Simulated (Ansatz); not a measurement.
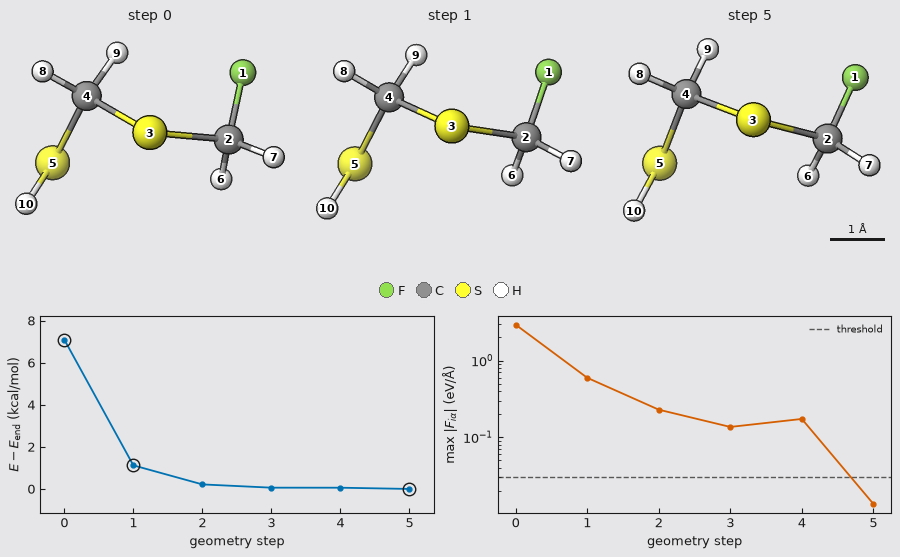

Frames of a relaxation of C$_{2}$H$_{5}$FS$_{2}$ (coarse preliminary run), marked on the history of the run. A ball-and-stick model, seen face on.

The start comes from a force field.

These are results of RKS PBE-D4/def2-SVP in Ansatz, not measurements. Set-up: force threshold 0.03 eV/Å; at most 200 steps.

Q: What happens along the run?

A: The energy falls by 7.10 kcal/mol in 5 geometry steps. The largest force component goes from 2.9 to 0.014 eV/Å. The atom that moves furthest after the best rigid fit is S3 (0.28 Å). Largest moves by element: S 0.28 Å, F 0.27 Å, H 0.25 Å, C 0.04 Å. Some distances before and after: S3–C4 1.769 → 1.830 Å, C4–H9 1.156 → 1.108 Å, C4–H8 1.065 → 1.107 Å, C2–S3 1.781 → 1.808 Å. Among the angles between lasting bonds that change: S3–C4–H8 112.0° → 106.0°, F1–C2–S3 107.0° → 112.9°, S3–C4–S5 112.3° → 116.9°. From step 0 to 1: S3 moves most (0.19 Å), energy −5.98 kcal/mol. From step 1 to 5: H9 moves most (0.19 Å), energy −1.12 kcal/mol.
